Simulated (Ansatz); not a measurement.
# GeH4N: rigid scan of one bond length in Python

How does the energy of GeH4N change as one bond is stretched? Wanted for GeH4N: a rigid scan of one bond length.

All numbers are computed with the Python package of Ansatz 0.2.0. Level of theory: r2SCAN+D3(BJ)/def2-TZVP.

## 1. The system

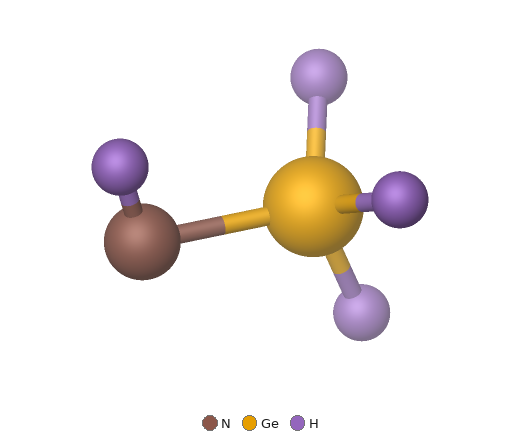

The structure that the script starts from, seen from a chosen angle (nitrogen brown, germanium amber, hydrogen purple).

No structure file is read: the coordinates are typed or built in the script.

## 2. The script

The input, scan_geh4n.py:

```python
import ansatz as az
from ase import Atoms
import numpy as np


def main() -> None:
    atoms = Atoms(["N", "Ge", "H", "H", "H", "H"], positions=[
        [0.4764, -1.3558, 0.4998],
        [-0.2746, 0.2457, -0.2581],
        [1.1569, -1.015, 1.1252],
        [-1.339, -0.1047, -1.2434],
        [0.85, 0.9949, -1.0386],
        [-0.8277, 1.1709, 0.8689],
    ])
    mol = az.Crystal.molecule_from_ase(atoms)

    symbols = [site.symbol for site in mol.cartesian_sites]
    start = np.array([site.position_ang for site in mol.cartesian_sites])
    axis = (start[5] - start[1]) / np.linalg.norm(start[5] - start[1])
    moving = [5]
    lengths, energies = [1.33, 1.43, 1.56, 1.72, 1.95, 2.34, 2.81, 3.43], []
    for length in lengths:
        xyz = start.copy()
        xyz[moving] += (length - np.linalg.norm(start[5] - start[1])) * axis
        point = az.Crystal.molecule()
        for symbol, xyz in zip(symbols, xyz):
            point = point.atom(symbol, xyz.tolist())
        base = (
            point.calculation()
            .basis(gaussian="def2-TZVP")
            .functional("r2SCAN", dispersion="d3bj")
            .spin("collinear", total=1)
        )
        summary = base.run(threads=1).report
        energies.append(summary["free_energy_ev"])
        print(f"r = {length:6.3f} A  E = {energies[-1]:.5f} eV  <S^2> = {abs(summary['mean_field']['state']['spin_squared']):.3f}")

    print("energy above the lowest point (eV):", [round(e - min(energies), 3) for e in energies])


if __name__ == "__main__":
    main()
```

## 3. The input behind the calls

The package turns the script's settings into the engine's input (first run):

```yaml
crystal:
  periodic: [false, false, false]
  atoms:
    - { symbol: "N", position_ang: [0.4764, -1.3558, 0.4998] }
    - { symbol: Ge, position_ang: [-0.2746, 0.2457, -0.2581] }
    - { symbol: H, position_ang: [1.1569, -1.015, 1.1252] }
    - { symbol: H, position_ang: [-1.339, -0.1047, -1.2434] }
    - { symbol: H, position_ang: [0.85, 0.9949, -1.0386] }
    - { symbol: H, position_ang: [-0.746304062711698, 1.0347446552537751, 0.703047131940126] }
basis:
  gaussian:
    orbitals: def2-TZVP
hamiltonian:
  xc: r2scan
  dispersion: d3bj
magnetization:
  spin_polarized: true
  initial_magnetization: 1.0
```

## 4. The run

The run is started by

```console
> python scan_geh4n.py
```

Q: Predict the main results. Wanted: range of energy; lowest point, distance.

**Answer**, as computed:

| quantity | value |
| --- | --- |
| runs compared | 8 |
| range of energy | 3.136 eV |
| lowest point, distance (Å) | 1.56 |

In words: The curve has its lowest point inside the range, at 1.56. The ends stand 0.486 and 3.14 eV above it. The distance scanned is the script's pair 1, 5. <S²> moves from 0.76 to 1.29: along the scan the mean field breaks spin symmetry. The rest of the molecule is held rigid at a force-field or estimated start geometry, and the basis set is modest; single-reference methods fail as a bond breaks. The species is open-shell (spin multiplicity 2). A dispersion term here runs with damping parameters fitted for another variant or functional.
